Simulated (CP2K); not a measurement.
**Ga2N2H6 (SMILES [NH2][GaH][NH][GaH2]) at PM6**

Aim: the energy change on altering one bond length of Ga2N2H6 at PM6, from 2 runs. Input form: an ASE script.

The calculation is run with CP2K 2026.2.

3 further runs of the same task are left out: 3 set aside as unsound or not needed.

## (1) The structure to begin with

Ga2N2H6: 10 atoms, total charge 0, spin state singlet. As SMILES, `[NH2][GaH][NH][GaH2]`. The shape comes from GFN2-xTB, which is rough for such elements, and wasn't checked as a minimum. This is one conformer, not always the lowest.

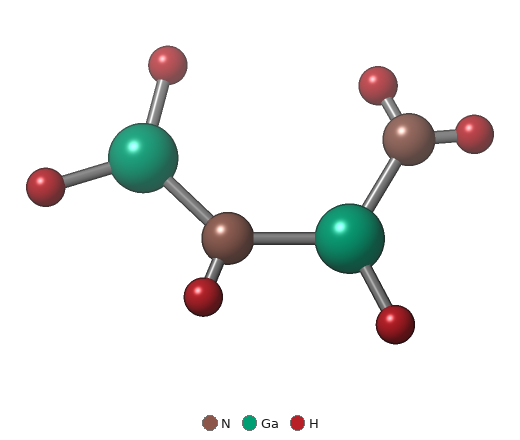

The structure, seen from a chosen angle (nitrogen brown, gallium teal, hydrogen red).

## (2) Energy and forces at PM6

The input, job.py:

```python
import numpy as np
from ase import Atoms
from ase.calculators.cp2k import CP2K

atoms = Atoms(['N', 'Ga', 'N', 'Ga', 'H', 'H', 'H', 'H', 'H', 'H'],
              positions=[(-1.588560, 0.540760, -1.273480),
                         (-0.305230, -0.720780, -1.109680),
                         (0.913190, -0.622320, 0.289790),
                         (1.130510, 0.471940, 1.742950),
                         (-1.753920, 1.232060, -0.550020),
                         (-2.378410, 0.516130, -1.906200),
                         (-0.122720, -1.872590, -2.119110),
                         (1.621430, -1.354070, 0.216260),
                         (0.136970, 1.632040, 2.033370),
                         (2.346760, 0.176830, 2.676120)])
atoms.set_cell([12.7, 11.5, 12.8])
atoms.center()
inp = """
&FORCE_EVAL
  METHOD QS
  &DFT
    &QS
      METHOD PM6
      EPS_DEFAULT 1.0E-10
      &SE
        &COULOMB
          CUTOFF [angstrom] 50
          RC_RANGE [angstrom] 0
        &END COULOMB
        &EXCHANGE
          CUTOFF [angstrom] 50
          RC_RANGE [angstrom] 0
        &END EXCHANGE
      &END SE
    &END QS
    # cluster boundary conditions
    &POISSON
      PERIODIC NONE
      POISSON_SOLVER ANALYTIC
    &END POISSON
    &SCF
      SCF_GUESS ATOMIC
      EPS_SCF 1.0E-07
      MAX_SCF 80
      ADDED_MOS 4
      &DIAGONALIZATION
        ALGORITHM STANDARD
      &END DIAGONALIZATION
      &MIXING
        METHOD DIRECT_P_MIXING
        ALPHA 0.4
      &END MIXING
    &END SCF
    # extra output
    &PRINT
      &MOMENTS
        PERIODIC F
        REFERENCE COM
        MAX_MOMENT 1
      &END MOMENTS
      &MO ON
        ENERGIES T
        OCCUPATION_NUMBERS T
        NDIGITS 6
        &EACH
          QS_SCF 0
        &END EACH
        ADD_LAST NUMERIC
      &END MO
      &HIRSHFELD OFF
      &END HIRSHFELD
    &END PRINT
  &END DFT
  # structure
  &SUBSYS
  &END SUBSYS
&END FORCE_EVAL
"""
calculator = CP2K(command="cp2k.psmp -s", label="qs", inp=inp, basis_set=None, basis_set_file=None, potential_file=None, pseudo_potential=None, xc=None, cutoff=None, max_scf=None, charge=None, uks=False,
            force_eval_method=None, print_level="LOW", poisson_solver=None, stress_tensor=False)
atoms.calc = calculator
print("E / eV:", round(atoms.get_potential_energy(), 6))
forces = atoms.get_forces()
print(np.array2string(forces, precision=5, suppress_small=True))
print("largest force / (eV/A): %.4f" % np.linalg.norm(forces, axis=1).max())
```

On the command line:

```console
$ OMP_NUM_THREADS=1 python job.py
```

Log:

```text
E / eV: -559.271633
[[-0.37325  0.71691  0.37883]
 [-0.01882 -1.57378 -1.46647]
 [ 0.13698  0.15053  0.29629]
 [ 0.24355  1.17083  1.59048]
 [ 0.0477  -0.06253 -0.11746]
 [ 0.26409 -0.25295  0.00728]
 [-0.18531  1.01756  0.79659]
 [ 0.18228 -0.17823 -0.03013]
 [ 0.72172 -1.06513 -0.48083]
 [-1.01895  0.0768  -0.97459]]
largest force / (eV/A): 2.1512
```

qs.out, shortened:

```text
CP2K| version string:                                       CP2K version 2026.2
[...]
 GLOBAL| Method name                                                        CP2K
[...]
 GLOBAL| Run type                                                   ENERGY_FORCE
[...]
 *** WARNING in qs_kind_types.F:2264 :: Information provided in the input ***
 *** file regarding BASIS for KIND <N> will be ignored!                   ***
 *** WARNING in qs_kind_types.F:2264 :: Information provided in the input ***
 *** file regarding BASIS for KIND <Ga> will be ignored!                  ***
 *** WARNING in qs_kind_types.F:2264 :: Information provided in the input ***
 *** file regarding BASIS for KIND <H> will be ignored!                   ***
[...]
  *** SCF run converged in    17 steps ***
[...]
 SE_DIPOLE| Moment [Debye]          0.95997389       0.50977525       0.72161989
 SE_DIPOLE| Derivative [a.u.]       0.00000000       0.00000000       0.00000000
 ENERGY| Total FORCE_EVAL ( QS ) energy [hartree]            -20.552855221475518
[...]
```

It took 1.4 s on 1 thread of Arm Neoverse N1, shared host; peak memory 0.13 GiB.

## (3) The distorted shape

The input, job.py:

```python
import numpy as np
from ase import Atoms
from ase.calculators.cp2k import CP2K

atoms = Atoms(['N', 'Ga', 'N', 'Ga', 'H', 'H', 'H', 'H', 'H', 'H'],
              positions=[(-1.555481, 0.402472, -1.418201),
                         (-0.272151, -0.859068, -1.254401),
                         (0.946269, -0.760608, 0.145069),
                         (1.163589, 0.333652, 1.598229),
                         (-1.753920, 1.232060, -0.550020),
                         (-2.345331, 0.377842, -2.050921),
                         (-0.089641, -2.010878, -2.263831),
                         (1.654509, -1.492358, 0.071539),
                         (0.170049, 1.493752, 1.888649),
                         (2.379839, 0.038542, 2.531399)])
atoms.set_cell([12.7, 11.5, 12.8])
atoms.center()
template = """
&FORCE_EVAL
    METHOD QUICKSTEP
    &DFT
        CHARGE 0
        MULTIPLICITY 1
        &QS
            METHOD PM6
            EPS_DEFAULT 1.0E-10
            &SE
                &COULOMB
                    CUTOFF [angstrom] 50
                    RC_RANGE [angstrom] 0
                &END COULOMB
                &EXCHANGE
                    CUTOFF [angstrom] 50
                    RC_RANGE [angstrom] 0
                &END EXCHANGE
            &END SE
        &END QS
        &POISSON
            PERIODIC NONE
            POISSON_SOLVER ANALYTIC
        &END POISSON
        &SCF
            SCF_GUESS ATOMIC
            EPS_SCF 1.0E-07
            MAX_SCF 80
            ADDED_MOS 4
            &DIAGONALIZATION
                ALGORITHM STANDARD
            &END DIAGONALIZATION
            &MIXING
                METHOD DIRECT_P_MIXING
                ALPHA 0.4
            &END MIXING
        &END SCF
        &PRINT
            &MOMENTS
                PERIODIC F
                REFERENCE COM
                MAX_MOMENT 1
            &END MOMENTS
            &MO ON
                ENERGIES T
                OCCUPATION_NUMBERS T
                NDIGITS 6
                &EACH
                    QS_SCF 0
                &END EACH
                ADD_LAST NUMERIC
            &END MO
            &HIRSHFELD OFF
            &END HIRSHFELD
        &END PRINT
    &END DFT
    &SUBSYS
    &END SUBSYS
&END FORCE_EVAL
"""
calc = CP2K(command="cp2k.psmp -s", label="gas", inp=template, basis_set=None, basis_set_file=None, potential_file=None, pseudo_potential=None, xc=None, cutoff=None, max_scf=None, charge=None, uks=False,
            force_eval_method=None, print_level="LOW", poisson_solver=None, stress_tensor=False)
atoms.calc = calc
e = atoms.get_potential_energy()
f = atoms.get_forces()
print(f"energy = {e:.6f} eV")
print("forces (eV/angstrom):")
for s, v in zip(atoms.get_chemical_symbols(), f):
    print(f"{s:2s} {v[0]:10.5f} {v[1]:10.5f} {v[2]:10.5f}")
```

On the command line:

```console
$ OMP_NUM_THREADS=1 python job.py
```

Log:

```text
energy = -558.775769 eV
forces (eV/angstrom):
N    -0.80562    3.19252    3.01703
Ga   -0.28391   -1.28680   -1.40078
N     0.16351    0.16745    0.34645
Ga    0.24213    1.14684    1.56245
H     0.70852   -2.95730   -3.04899
H     0.26696   -0.12354    0.20699
H    -0.18313    1.02107    0.79298
H     0.18634   -0.17313   -0.02449
H     0.72729   -1.06813   -0.47797
H    -1.02208    0.08102   -0.97366
```

gas.out, shortened:

```text
CP2K| version string:                                       CP2K version 2026.2
[...]
 GLOBAL| Method name                                                        CP2K
[...]
 GLOBAL| Run type                                                   ENERGY_FORCE
[...]
 *** WARNING in qs_kind_types.F:2264 :: Information provided in the input ***
 *** file regarding BASIS for KIND <N> will be ignored!                   ***
 *** WARNING in qs_kind_types.F:2264 :: Information provided in the input ***
 *** file regarding BASIS for KIND <Ga> will be ignored!                  ***
 *** WARNING in qs_kind_types.F:2264 :: Information provided in the input ***
 *** file regarding BASIS for KIND <H> will be ignored!                   ***
[...]
  *** SCF run converged in    16 steps ***
[...]
 SE_DIPOLE| Moment [Debye]          1.09423372       0.28880194       0.56682581
 SE_DIPOLE| Derivative [a.u.]       0.00000000       0.00000000       0.00000000
 ENERGY| Total FORCE_EVAL ( QS ) energy [hartree]            -20.534632546976031
[...]
```

It took 1.4 s on 1 thread of Arm Neoverse N1, shared host; peak memory 0.13 GiB.

## (4) Results

At PM6:

| quantity | value |
| --- | --- |
| first shape: total energy | -20.55286 Eh |
| first shape: dipole moment | 1.30 D |
| first shape: HOMO energy | -9.38 eV |
| first shape: LUMO energy | -0.18 eV |
| first shape: HOMO–LUMO gap | 9.20 eV |
| first shape: heat of formation | 34.9 kcal/mol |
| distorted shape: total energy | -20.53463 Eh |
| distorted shape: dipole moment | 1.27 D |
| distorted shape: HOMO energy | -9.30 eV |
| distorted shape: LUMO energy | -0.15 eV |
| distorted shape: HOMO–LUMO gap | 9.16 eV |
| distorted shape: heat of formation | 46.4 kcal/mol |
| energy change with the N1–H5 bond stretched from 1.014 to 1.217 Å | 0.496 eV |

**Reading.** With the N1–H5 bond stretched from 1.014 to 1.217 Å the energy rises by 0.50 eV (47.8 kJ/mol). The first shape isn't relaxed at this level, so the change isn't measured from a minimum.
